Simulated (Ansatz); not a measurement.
# H₅NOSi + H₂ + H₂O: a complex and its separated parts

Aim: how far the complex at one end of a reaction step lies below its separated, relaxed parts, level by level.

Method: PBE0-D4/def2-TZVP structures, single points in def2-TZVPP, no counterpoise correction; program: Ansatz 0.2.0, Gaussian basis.

Levels: SPW92, PBE-D4, BLYP-D4, r2SCAN-D4, B97M-V, PBE0-D4, B3LYP-D4, r2SCAN0-D4, BHLYP-D4, CAM-B3LYP-D4, wB97X-V, wB97M-V, B2PLYP, PBE-QIDH, RPA on PBE, Hartree-Fock, MP2, CCSD, CCSD(T).

Correlated methods freeze the cores. B3LYP uses VWN-RPA correlation. B2PLYP carries no dispersion term here.

113 further runs of the same task are left out: 113 set aside as unsound or not needed.

## (1) The system as given

The complex: 13 atoms, charge 0, spin multiplicity 1.

Atoms are counted from 1 here; the program's logs count them from 0.

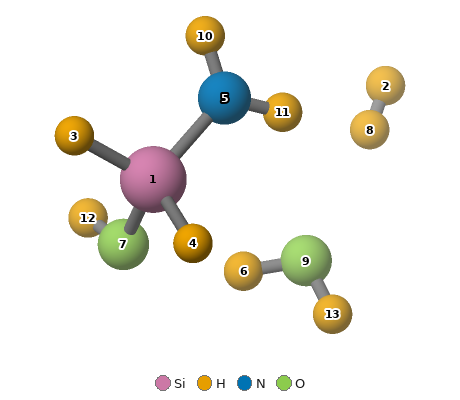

The starting geometry (silicon pink, hydrogen amber, nitrogen blue, oxygen green); atoms are numbered from 1 in the order of the file.

As a file:

```mol
H9NO2Si
  3D, bonds by distance, orders not assigned

 13 10  0  0  0  0  0  0  0  0999 V2000
   -1.1056   -1.2200   -0.1033 Si  0  0
    1.2733    3.0605    1.0932 H   0  0
   -2.5381   -1.5959   -0.2303 H   0  0
   -0.2566   -2.3544    0.3181 H   0  0
   -1.0471    0.0567    1.0125 N   0  0
    1.2466   -0.1539   -0.9794 H   0  0
   -0.4811   -0.8782   -1.6134 O   0  0
    1.4867    2.4465    0.7215 H   0  0
    1.8253    0.1743   -0.2757 O   0  0
   -1.8451    0.6297    1.2227 H   0  0
   -0.1685    0.4971    1.2387 H   0  0
   -0.9687   -0.2433   -2.1419 H   0  0
    2.5790   -0.4189   -0.2626 H   0  0
  1  3  8  0
  1  4  8  0
  1  5  8  0
  1  7  8  0
  2  8  8  0
  5 10  8  0
  5 11  8  0
  6  9  8  0
  7 12  8  0
  9 13  8  0
M  END
```

Its parts: H₅NOSi holds atoms 1, 3, 4, 5, 7, 10, 11, 12; H₂ holds atoms 2, 8; H₂O holds atoms 6, 9, 13. Each part counts its atoms afresh in its own runs.

## (2) Relaxing H₅NOSi alone

File relax-a/in.yaml:

```yaml
crystal:
  periodic: [false, false, false]
  atoms:
    - {symbol: Si, position_ang: [-1.105582, -1.219967, -0.103314]}
    - {symbol: H, position_ang: [-2.538057, -1.595913, -0.230315]}
    - {symbol: H, position_ang: [-0.256590, -2.354424, 0.318096]}
    - {symbol: N, position_ang: [-1.047091, 0.056671, 1.012486]}
    - {symbol: O, position_ang: [-0.481148, -0.878226, -1.613409]}
    - {symbol: H, position_ang: [-1.845072, 0.629692, 1.222702]}
    - {symbol: H, position_ang: [-0.168497, 0.497075, 1.238721]}
    - {symbol: H, position_ang: [-0.968705, -0.243271, -2.141920]}
basis:
  gaussian: {orbitals: def2-TZVP}
hamiltonian: {xc: pbe0, dispersion: d4}
relax: {f_tol: 0.005, max_steps: 200}
```

Run with:

```console
$ ansatz run in.yaml --threads 8 --pin off --events-out ev --progress --plain --max-ram 19148MiB
```

Log (excerpt; [...] marks lines left out):

```text
Functional definition: PBE0
  name "PBE0"
  cite "Adamo & Barone, J. Chem. Phys. 110, 6158 (1999) doi:10.1063/1.478522"
  cite "Perdew, Burke & Ernzerhof, Phys. Rev. Lett. 77, 3865 (1996) doi:10.1103/PhysRevLett.77.3865"
  parent pbe
[...]
794 factors; their error is unknown
[...]
mean field -11492.67483588 eV, -422.3480102039 hartree, gradient 3.8e-5 eV, S^2 0.000000; 0 other end points of the search recorded, 0 dependent functions left out
[...]
reference -11492.67486331 eV, -422.3480112118 hartree; 17, 17 occupied and 112, 112 virtual orbitals, 794 factors
[...]
Atom 0 at    -1.101150    -1.222317    -0.131275 Å, force    -0.000996     0.000013    -0.000485 eV/Å
Atom 1 at    -2.538421    -1.600374    -0.188258 Å, force    -0.000230    -0.000324    -0.000260 eV/Å
Atom 2 at    -0.234645    -2.332119     0.322131 Å, force     0.000580    -0.000591     0.000347 eV/Å
Atom 3 at    -1.039917     0.068905     0.980798 Å, force     0.000581    -0.000249     0.000168 eV/Å
Atom 4 at    -0.522730    -0.913808    -1.644778 Å, force     0.000029    -0.000186    -0.000138 eV/Å
Atom 5 at    -1.840175     0.641227     1.184880 Å, force    -0.000253     0.000422     0.000297 eV/Å
Atom 6 at    -0.183481     0.467840     1.325113 Å, force     0.000206     0.000661     0.000367 eV/Å
Atom 7 at    -0.950222    -0.217718    -2.145564 Å, force     0.000084     0.000253    -0.000296 eV/Å
Dipole moment:    -0.162628     0.462862     0.090979 e Å
```

Run time: 5.5 s. Hardware: 8 threads of Arm Neoverse V2, shared host.

Relaxation path:

```csv
step,energy from step 1 (eV),largest force component (eV/Å)
1,0.0000,0.8148
2,-0.0099,0.4429
3,-0.0165,0.1366
4,-0.0173,0.0788
5,-0.0176,0.0415
6,-0.0177,0.0054
7,-0.0177,0.0129
8,-0.0177,0.0058
9,-0.0177,0.0050
10,-0.0177,0.0010
```

Close pairs (by a distance rule), those that changed most:

```csv
bond,before (Å),after (Å),change (Å)
Si1–O5,1.669,1.649,-0.020
Si1–N4,1.697,1.705,+0.009
N4–H7,1.008,1.006,-0.003
O5–H8,0.959,0.958,-0.001
Si1–H3,1.478,1.479,+0.001
Si1–H2,1.486,1.487,+0.001
N4–H6,1.005,1.005,+0.000
```

## (3) Relaxing H₂ alone

File relax-b/in.yaml:

```yaml
crystal:
  periodic: [false, false, false]
  atoms:
    - {symbol: H, position_ang: [1.273308, 3.060502, 1.093206]}
    - {symbol: H, position_ang: [1.486707, 2.446460, 0.721520]}
basis:
  gaussian: {orbitals: def2-TZVP}
hamiltonian: {xc: pbe0, dispersion: d4}
relax: {f_tol: 0.005, max_steps: 200}
```

Run with:

```console
$ ansatz run in.yaml --threads 8 --pin off --events-out ev --progress --plain --max-ram 19148MiB
```

Log (excerpt; [...] marks lines left out):

```text
[... 5 set-up lines as earlier in the session ...]
[...]
88 factors; their error is unknown
[...]
mean field -31.78852024 eV, -1.1682065718 hartree, gradient 1.7e-5 eV, S^2 0.000000; 0 other end points of the search recorded, 0 dependent functions left out
[...]
reference -31.78866855 eV, -1.1682120219 hartree; 1, 1 occupied and 11, 11 virtual orbitals, 88 factors
Total energy: -31.79027510 eV, -1.1682710618 hartree
Atom 0 at     1.273686     3.059415     1.092548 Å, force     0.000580    -0.001668    -0.001010 eV/Å
Atom 1 at     1.486329     2.447547     0.722178 Å, force    -0.000580     0.001668     0.001010 eV/Å
Dipole moment:     0.000000    -0.000000    -0.000000 e Å
```

It took 0.1 s on 8 threads of Arm Neoverse V2, shared host.

Relaxation path:

```
step  energy from step 1 (eV)  largest force component (eV/Å)
   1                   0.0000                          0.0795
   2                  -0.0001                          0.0017
```

The bond:

| bond | before (Å) | after (Å) | change (Å) |
| --- | --- | --- | --- |
| H1–H2 | 0.749 | 0.746 | -0.003 |

## (4) Relaxing H₂O alone

File relax-c/in.yaml:

```yaml
crystal:
  periodic: [false, false, false]
  atoms:
    - {symbol: H, position_ang: [1.246595, -0.153946, -0.979416]}
    - {symbol: O, position_ang: [1.825308, 0.174320, -0.275659]}
    - {symbol: H, position_ang: [2.579026, -0.418874, -0.262599]}
basis:
  gaussian: {orbitals: def2-TZVP}
hamiltonian: {xc: pbe0, dispersion: d4}
relax: {f_tol: 0.005, max_steps: 200}
```

Run with:

```console
$ ansatz run in.yaml --threads 8 --pin off --events-out ev --progress --plain --max-ram 19148MiB
```

Log (excerpt; [...] marks lines left out):

```text
[... 5 set-up lines as earlier in the session ...]
[...]
239 factors; their error is unknown
[...]
mean field -2078.33062340 eV, -76.3772416669 hartree, gradient 2.0e-5 eV, S^2 0.000000; 0 other end points of the search recorded, 0 dependent functions left out
[...]
reference -2078.33309070 eV, -76.3773323386 hartree; 5, 5 occupied and 38, 38 virtual orbitals, 239 factors
Total energy: -2078.33734660 eV, -76.3774887398 hartree
Atom 0 at     1.253497    -0.154754    -0.975204 Å, force    -0.000015     0.000450     0.000388 eV/Å
Atom 1 at     1.822347     0.175652    -0.276594 Å, force     0.000216    -0.000957    -0.000692 eV/Å
Atom 2 at     2.575086    -0.419398    -0.265876 Å, force    -0.000201     0.000506     0.000304 eV/Å
Dipole moment:     0.067803    -0.341231    -0.253637 e Å
```

Wall time 0.4 s (8 threads of Arm Neoverse V2, shared host).

The steps of the relaxation:

```
step  energy from step 1 (eV)  largest force component (eV/Å)
   1                   0.0000                          0.3350
   2                  -0.0023                          0.0740
   3                  -0.0024                          0.0117
   4                  -0.0024                          0.0010
```

Close pairs (by a distance rule), those that changed most:

| bond | before (Å) | after (Å) | change (Å) |
| --- | --- | --- | --- |
| H1–O2 | 0.968 | 0.960 | -0.009 |
| O2–H3 | 0.959 | 0.960 | +0.000 |

## (5) SPW92/def2-TZVPP

File parta/in.yaml:

```yaml
crystal:
  periodic: [false, false, false]
  atoms:
    - {symbol: Si, position_ang: [-1.101150, -1.222317, -0.131275]}
    - {symbol: H, position_ang: [-2.538421, -1.600374, -0.188258]}
    - {symbol: H, position_ang: [-0.234645, -2.332119, 0.322131]}
    - {symbol: N, position_ang: [-1.039917, 0.068905, 0.980798]}
    - {symbol: O, position_ang: [-0.522730, -0.913808, -1.644778]}
    - {symbol: H, position_ang: [-1.840175, 0.641227, 1.184880]}
    - {symbol: H, position_ang: [-0.183481, 0.467840, 1.325113]}
    - {symbol: H, position_ang: [-0.950222, -0.217718, -2.145564]}
basis:
  gaussian: {orbitals: def2-TZVPP}
hamiltonian: {xc: lda}
```

File partb/in.yaml:

```yaml
crystal:
  periodic: [false, false, false]
  atoms:
    - {symbol: H, position_ang: [1.273686, 3.059415, 1.092548]}
    - {symbol: H, position_ang: [1.486329, 2.447547, 0.722178]}
basis:
  gaussian: {orbitals: def2-TZVPP}
hamiltonian: {xc: lda}
```

File partc/in.yaml:

```yaml
crystal:
  periodic: [false, false, false]
  atoms:
    - {symbol: H, position_ang: [1.253497, -0.154754, -0.975204]}
    - {symbol: O, position_ang: [1.822347, 0.175652, -0.276594]}
    - {symbol: H, position_ang: [2.575086, -0.419398, -0.265876]}
basis:
  gaussian: {orbitals: def2-TZVPP}
hamiltonian: {xc: lda}
```

One command serves all of them, each in its own folder.

Run with:

```console
$ ansatz run in.yaml --threads 8 --pin off --events-out ev --progress --plain --max-ram 19148MiB
```

Output in parta (excerpt; [...] marks lines left out):

```text
Functional definition: SPW92
  name "SPW92"
  cite "Dirac, Proc. Camb. Phil. Soc. 26, 376 (1930) doi:10.1017/S0305004100016108"
  cite "Slater, Phys. Rev. 81, 385 (1951) doi:10.1103/PhysRev.81.385"
  cite "Perdew & Wang, Phys. Rev. B 45, 13244 (1992) doi:10.1103/PhysRevB.45.13244"
[...]
889 factors; their error is unknown
[...]
mean field -11440.77016134 eV, -420.4405485965 hartree, gradient 5.9e-5 eV, S^2 0.000000; 0 other end points of the search recorded, 0 dependent functions left out
reference -11440.77019555 eV, -420.4405498539 hartree; 17, 17 occupied and 157, 157 virtual orbitals, 889 factors
Total energy: -11440.77019555 eV, -420.4405498539 hartree
```

Output in partb (excerpt; [...] marks lines left out):

```text
[... 5 set-up lines as earlier in the session ...]
[...]
118 factors; their error is unknown
[...]
mean field -30.93530223 eV, -1.1368513883 hartree, gradient 4.4e-5 eV, S^2 0.000000; 0 other end points of the search recorded, 0 dependent functions left out
reference -30.93532291 eV, -1.1368521482 hartree; 1, 1 occupied and 27, 27 virtual orbitals, 118 factors
Total energy: -30.93532291 eV, -1.1368521482 hartree
```

Log of partc (excerpt; [...] marks lines left out):

```text
[... 5 set-up lines as earlier in the session ...]
[...]
269 factors; their error is unknown
[...]
mean field -2065.39695537 eV, -75.9019381335 hartree, gradient 5.3e-5 eV, S^2 0.000000; 0 other end points of the search recorded, 0 dependent functions left out
reference -2065.39697420 eV, -75.9019388255 hartree; 5, 5 occupied and 54, 54 virtual orbitals, 269 factors
Total energy: -2065.39697420 eV, -75.9019388255 hartree
```

Wall times: 0.3 s (parta), 0.05 s (partb), 0.1 s (partc) on 8 threads of Arm Neoverse V2, shared host.

## (6) PBE-D4/def2-TZVPP

Each input of step 5 (parta, partb, partc) changes in the same lines:

```diff
-hamiltonian: {xc: lda}
+hamiltonian: {xc: pbe, dispersion: d4}
```

Each run has its own folder and the same command.

Run with:

```console
$ ansatz run in.yaml --threads 8 --pin off --events-out ev --progress --plain --max-ram 19148MiB
```

Output in parta (excerpt; [...] marks lines left out):

```text
Functional definition: PBE
  name "PBE"
[... 2 set-up lines as earlier in the session ...]
[...]
889 factors; their error is unknown
[...]
mean field -11491.81833345 eV, -422.3165343201 hartree, gradient 5.9e-5 eV, S^2 0.000000; 0 other end points of the search recorded, 0 dependent functions left out
reference -11491.81836980 eV, -422.3165356559 hartree; 17, 17 occupied and 157, 157 virtual orbitals, 889 factors
Total energy: -11491.93282917 eV, -422.3207419603 hartree
```

Log of partb (excerpt; [...] marks lines left out):

```text
[... 4 set-up lines as earlier in the session ...]
[...]
118 factors; their error is unknown
[...]
mean field -31.73222346 eV, -1.1661377034 hartree, gradient 3.1e-5 eV, S^2 0.000000; 0 other end points of the search recorded, 0 dependent functions left out
reference -31.73224514 eV, -1.1661385000 hartree; 1, 1 occupied and 27, 27 virtual orbitals, 118 factors
Total energy: -31.73426437 eV, -1.1662127052 hartree
```

partc printed (excerpt; [...] marks lines left out):

```text
[... 4 set-up lines as earlier in the session ...]
[...]
269 factors; their error is unknown
[...]
mean field -2078.40758539 eV, -76.3800699678 hartree, gradient 4.4e-5 eV, S^2 0.000000; 0 other end points of the search recorded, 0 dependent functions left out
reference -2078.40760586 eV, -76.3800707202 hartree; 5, 5 occupied and 54, 54 virtual orbitals, 269 factors
Total energy: -2078.41292300 eV, -76.3802661215 hartree
```

They took 0.45 s (parta), 0.1 s (partb), 0.1 s (partc) on 8 threads of Arm Neoverse V2, shared host.

## (7) BLYP-D4/def2-TZVPP

The same edit goes into each in.yaml of step 6 (parta, partb, partc):

```diff
-hamiltonian: {xc: pbe, dispersion: d4}
+hamiltonian: {xc: {name: BLYP}, dispersion: d4}
```

One command serves all of them, each in its own folder.

Run with:

```console
$ ansatz run in.yaml --threads 8 --pin off --events-out ev --progress --plain --max-ram 19148MiB
```

Output in parta (excerpt; [...] marks lines left out):

```text
Functional definition: BLYP
  name "BLYP"
  cite "Becke, Phys. Rev. A 38, 3098 (1988) doi:10.1103/PhysRevA.38.3098"
  cite "Lee, Yang & Parr, Phys. Rev. B 37, 785 (1988) doi:10.1103/PhysRevB.37.785"
[...]
889 factors; their error is unknown
[...]
mean field -11499.08641933 eV, -422.5836315497 hartree, gradient 4.2e-5 eV, S^2 0.000000; 0 other end points of the search recorded, 0 dependent functions left out
reference -11499.08672455 eV, -422.5836427662 hartree; 17, 17 occupied and 157, 157 virtual orbitals, 889 factors
Total energy: -11499.34545608 eV, -422.5931509747 hartree
```

Output in partb (excerpt; [...] marks lines left out):

```text
[... 4 set-up lines as earlier in the session ...]
[...]
118 factors; their error is unknown
[...]
mean field -31.82604676 eV, -1.1695856458 hartree, gradient 8.3e-5 eV, S^2 0.000000; 0 other end points of the search recorded, 0 dependent functions left out
reference -31.82623918 eV, -1.1695927173 hartree; 1, 1 occupied and 27, 27 virtual orbitals, 118 factors
Total energy: -31.83113709 eV, -1.1697727120 hartree
```

Log of partc (excerpt; [...] marks lines left out):

```text
[... 4 set-up lines as earlier in the session ...]
[...]
269 factors; their error is unknown
[...]
mean field -2080.27679987 eV, -76.4487623328 hartree, gradient 8.6e-5 eV, S^2 0.000000; 0 other end points of the search recorded, 0 dependent functions left out
reference -2080.27698941 eV, -76.4487692986 hartree; 5, 5 occupied and 54, 54 virtual orbitals, 269 factors
Total energy: -2080.28983204 eV, -76.4492412563 hartree
```

They took 0.45 s (parta), 0.1 s (partb), 0.1 s (partc) on 8 threads of Arm Neoverse V2, shared host.

## (8) r2SCAN-D4/def2-TZVPP

Each input of step 7 (parta, partb, partc) changes in the same lines:

```diff
-hamiltonian: {xc: {name: BLYP}, dispersion: d4}
+hamiltonian: {xc: r2scan, dispersion: d4}
```

The same command starts each run, in its folder.

Run with:

```console
$ ansatz run in.yaml --threads 8 --pin off --events-out ev --progress --plain --max-ram 19148MiB
```

parta printed (excerpt; [...] marks lines left out):

```text
Functional definition: r2SCAN
  name "r2SCAN"
  cite "Furness, Kaplan, Ning, Perdew & Sun, J. Phys. Chem. Lett. 11, 8208 (2020) doi:10.1021/acs.jpclett.0c02405"
  cite "Furness, Kaplan, Ning, Perdew & Sun, J. Phys. Chem. Lett. 11, 9248 (2020) doi:10.1021/acs.jpclett.0c03077"
  parent r2scan
[...]
889 factors; their error is unknown
[...]
mean field -11497.54995006 eV, -422.5271673455 hartree, gradient 2.1e-5 eV, S^2 0.000000; 0 other end points of the search recorded, 0 dependent functions left out
reference -11497.54996092 eV, -422.5271677447 hartree; 17, 17 occupied and 157, 157 virtual orbitals, 889 factors
Total energy: -11497.57677856 eV, -422.5281532747 hartree
```

partb printed (excerpt; [...] marks lines left out):

```text
[... 5 set-up lines as earlier in the session ...]
[...]
118 factors; their error is unknown
[...]
mean field -31.87204868 eV, -1.1712761853 hartree, gradient 4.1e-5 eV, S^2 0.000000; 0 other end points of the search recorded, 0 dependent functions left out
reference -31.87205530 eV, -1.1712764285 hartree; 1, 1 occupied and 27, 27 virtual orbitals, 118 factors
Total energy: -31.87255668 eV, -1.1712948540 hartree
```

partc printed (excerpt; [...] marks lines left out):

```text
[... 5 set-up lines as earlier in the session ...]
[...]
269 factors; their error is unknown
[...]
mean field -2079.58115358 eV, -76.4231978032 hartree, gradient 8.5e-5 eV, S^2 0.000000; 0 other end points of the search recorded, 0 dependent functions left out
reference -2079.58115878 eV, -76.4231979944 hartree; 5, 5 occupied and 54, 54 virtual orbitals, 269 factors
Total energy: -2079.58243133 eV, -76.4232447597 hartree
```

They took 0.9 s (parta), 0.25 s (partb), 0.3 s (partc) on 8 threads of Arm Neoverse V2, shared host.

## (9) B97M-V/def2-TZVPP

Each input of step 8 (parta, partb, partc) changes in the same lines:

```diff
-hamiltonian: {xc: r2scan, dispersion: d4}
+hamiltonian: {xc: {name: B97M-V}}
```

One command serves all of them, each in its own folder.

Run with:

```console
$ ansatz run in.yaml --threads 8 --pin off --events-out ev --progress --plain --max-ram 19148MiB
```

parta printed (excerpt; [...] marks lines left out):

```text
Functional definition: B97M-V
  name "B97M-V"
  cite "Mardirossian & Head-Gordon, J. Chem. Phys. 142, 074111 (2015) doi:10.1063/1.4907719"
  cite "Becke, J. Chem. Phys. 107, 8554 (1997) doi:10.1063/1.475007"
  cite "Vydrov & Van Voorhis, J. Chem. Phys. 133, 244103 (2010) doi:10.1063/1.3521275"
  # Of w^i u^j: cxij and so on, Table III.
[...]
  gx(w, u) = cx00 + cx01*u + cx02*u^2 + (cx10 + cx11*u)*w
[...]
  gos(w, u) = cos00 + cos01*u + cos03*u^3 + cos10*w + cos32*w^3*u^2
[...]
      + integral(e_c_pw_mod_opposite_spin*gos(b97_w_opposite, b97_u_opposite)) + vv10(b, c)
889 factors; their error is unknown
[...]
mean field -11497.20066979 eV, -422.5143315323 hartree, gradient 6.9e-5 eV, S^2 0.000000; 0 other end points of the search recorded, 0 dependent functions left out
reference -11497.20072458 eV, -422.5143335459 hartree; 17, 17 occupied and 157, 157 virtual orbitals, 889 factors
Total energy: -11497.20072458 eV, -422.5143335459 hartree
```

Log of partb (excerpt; [...] marks lines left out):

```text
[... 5 set-up lines as earlier in the session ...]
  # Of w^i u^j: cxij and so on, Table III.
[...]
  gx(w, u) = cx00 + cx01*u + cx02*u^2 + (cx10 + cx11*u)*w
  gss(w, u) = css00 + css02*u^2 + css10*w + (css32*w^3 + css42*w^4)*u^2
  gos(w, u) = cos00 + cos01*u + cos03*u^3 + cos10*w + cos32*w^3*u^2
[...]
      + integral(e_c_pw_mod_opposite_spin*gos(b97_w_opposite, b97_u_opposite)) + vv10(b, c)
118 factors; their error is unknown
[...]
mean field -31.90528682 eV, -1.1724976646 hartree, gradient 8.2e-6 eV, S^2 0.000000; 0 other end points of the search recorded, 0 dependent functions left out
reference -31.90531651 eV, -1.1724987554 hartree; 1, 1 occupied and 27, 27 virtual orbitals, 118 factors
Total energy: -31.90531651 eV, -1.1724987554 hartree
```

Output in partc (excerpt; [...] marks lines left out):

```text
[... 5 set-up lines as earlier in the session ...]
  # Of w^i u^j: cxij and so on, Table III.
[...]
  gx(w, u) = cx00 + cx01*u + cx02*u^2 + (cx10 + cx11*u)*w
[...]
  gos(w, u) = cos00 + cos01*u + cos03*u^3 + cos10*w + cos32*w^3*u^2
[...]
      + integral(e_c_pw_mod_opposite_spin*gos(b97_w_opposite, b97_u_opposite)) + vv10(b, c)
269 factors; their error is unknown
[...]
mean field -2079.93551745 eV, -76.4362204354 hartree, gradient 2.9e-5 eV, S^2 0.000000; 0 other end points of the search recorded, 0 dependent functions left out
reference -2079.93554427 eV, -76.4362214209 hartree; 5, 5 occupied and 54, 54 virtual orbitals, 269 factors
Total energy: -2079.93554427 eV, -76.4362214209 hartree
```

They took 1.4 s (parta), 0.1 s (partb), 0.25 s (partc) on 8 threads of Arm Neoverse V2, shared host.

## (10) PBE0-D4/def2-TZVPP

The same edit goes into each in.yaml of step 9 (parta, partb, partc):

```diff
-hamiltonian: {xc: {name: B97M-V}}
+hamiltonian: {xc: pbe0, dispersion: d4}
+output: {orbitals: {seedname: orbitals}}
```

Each run has its own folder and the same command.

Run with:

```console
$ ansatz run in.yaml --threads 8 --pin off --events-out ev --progress --plain --max-ram 19148MiB
```

parta printed (excerpt; [...] marks lines left out):

```text
[... 5 set-up lines as earlier in the session ...]
[...]
892 factors; their error is unknown
[...]
mean field -11492.79423817 eV, -422.3523981569 hartree, gradient 3.6e-5 eV, S^2 0.000000; 0 other end points of the search recorded, 0 dependent functions left out
reference -11492.79426563 eV, -422.3523991661 hartree; 17, 17 occupied and 157, 157 virtual orbitals, 892 factors
Total energy: -11492.88920041 eV, -422.3558879550 hartree
```

Log of partb (excerpt; [...] marks lines left out):

```text
[... 5 set-up lines as earlier in the session ...]
[...]
118 factors; their error is unknown
[...]
mean field -31.79610728 eV, -1.1684853902 hartree, gradient 5.5e-5 eV, S^2 0.000000; 0 other end points of the search recorded, 0 dependent functions left out
reference -31.79612327 eV, -1.1684859779 hartree; 1, 1 occupied and 27, 27 virtual orbitals, 118 factors
Total energy: -31.79772983 eV, -1.1685450178 hartree
```

Log of partc (excerpt; [...] marks lines left out):

```text
[... 5 set-up lines as earlier in the session ...]
[...]
269 factors; their error is unknown
[...]
mean field -2078.42782126 eV, -76.3808136225 hartree, gradient 1.2e-5 eV, S^2 0.000000; 0 other end points of the search recorded, 0 dependent functions left out
reference -2078.42783577 eV, -76.3808141555 hartree; 5, 5 occupied and 54, 54 virtual orbitals, 269 factors
Total energy: -2078.43209166 eV, -76.3809705567 hartree
```

Wall times: 0.55 s (parta), 0.05 s (partb), 0.1 s (partc) on 8 threads of Arm Neoverse V2, shared host.

(Part 1 of 3 ends here.)
